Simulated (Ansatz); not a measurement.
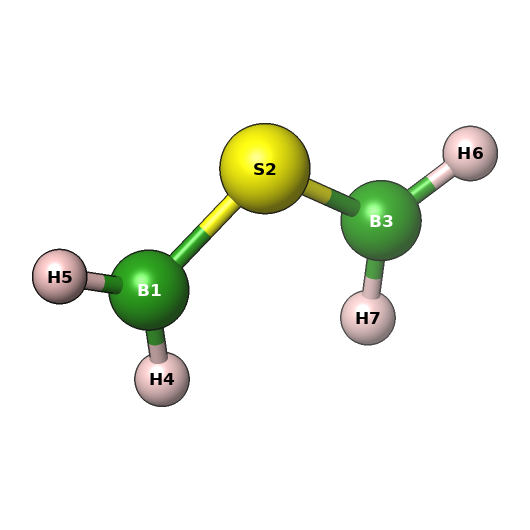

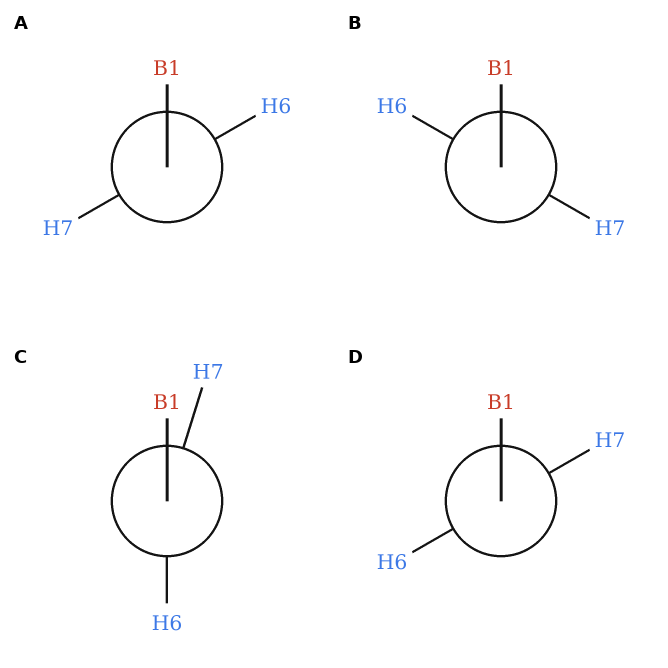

Distant atoms are faded towards the background colour. Bonds that would overlap in a projection are set slightly apart. The geometry was computed by an optimisation with PBE-D4/def2-SVP. No frequency run is at hand to confirm it as a minimum.

### Which Newman projection shows the view along S2–B3, with S2 in front?

C. The torsion angle B1–S2–B3–H6 is 180°, antiperiplanar (anti).
